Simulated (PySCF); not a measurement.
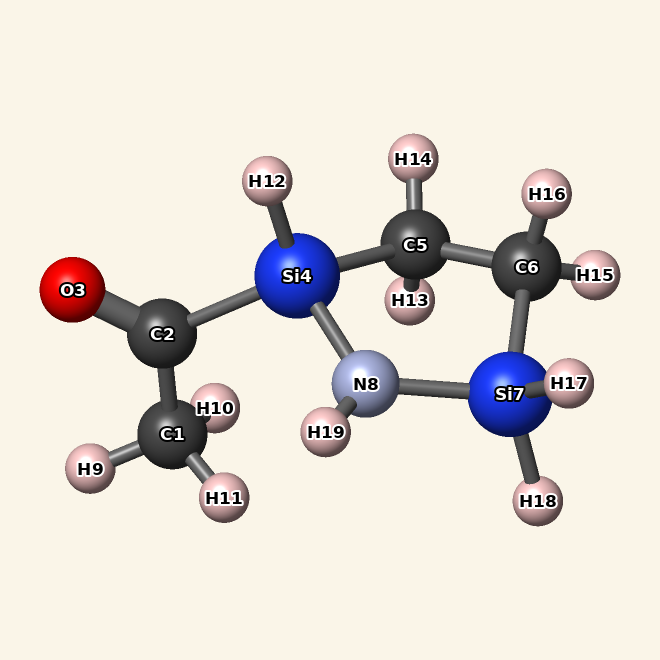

The thickness of each stick grows with its Mayer bond order. Computed geometry: GFN2-xTB optimisation. No frequency run is at hand to confirm it as a minimum. Level of theory: PBE0/pcSseg-1 (PySCF 2.14.0).

Which bond between heavy atoms has the highest Mayer bond order?

C2–O3, 1.93, at a length of 1.210 Å.

Which bond between heavy atoms has the lowest Mayer bond order?

C2–Si4, 0.80, at 1.922 Å.

List the Mayer bond orders of C1–C2, C2–O3, C2–Si4, Si4–C5, Si4–N8, C5–C6, C6–Si7, Si7–N8 (bonds between heavy atoms, one of each equivalent set).

| bond | Mayer order | length (Å) |
| --- | --- | --- |
| C1–C2 | 0.98 | 1.505 |
| C2–O3 | 1.93 | 1.210 |
| C2–Si4 | 0.80 | 1.922 |
| Si4–C5 | 0.90 | 1.902 |
| Si4–N8 | 0.93 | 1.734 |
| C5–C6 | 1.02 | 1.532 |
| C6–Si7 | 0.92 | 1.900 |
| Si7–N8 | 0.96 | 1.737 |

The geometry is semi-empirical. Around Si such bond lengths and angles can be off by a tenth of an ångström or more and by several degrees, and values that hang on the shape move with them.
